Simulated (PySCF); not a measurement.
Si(Me)(OH)2(SH), SMILES C[Si](O)(O)S at its CAM-B3LYP/def2-SVP optimised geometry (Å):

```
11

C      1.0939    -0.4836     0.0000
Si    -0.7589    -0.4836     0.0000
O     -1.2141    -1.2296    -1.3974
O     -1.4437     1.0240     0.0000
S     -1.5510    -1.4433     1.7628
H      1.4655     0.0569    -0.8839
H      1.4959     0.0020     0.9010
H      1.4882    -1.5100    -0.0426
H     -2.1593    -1.2980    -1.5713
H     -1.4959     1.5100     0.8289
H     -0.6701    -2.4647     1.7474
```

Method: CAM-B3LYP/def2-TZVP (PySCF). Cells within 0.4 Å of a nucleus heavier than hydrogen are left out (blank, or x).

Map of the HOMO−1 amplitude (bohr^(-3/2)) on the plane z = 0.0 Å; orbital energy -9.81 eV, overall sign arbitrary:

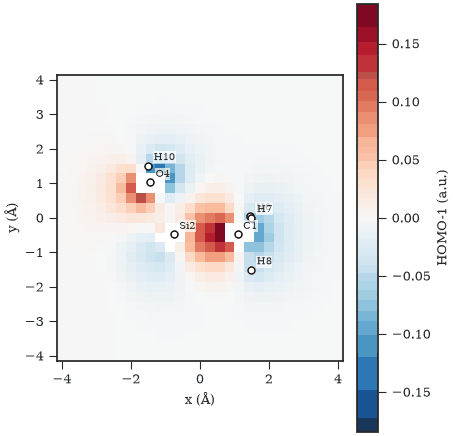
Fig. 1. HOMO−1 amplitude (bohr^(-3/2)) on the plane z = 0.0 Å.
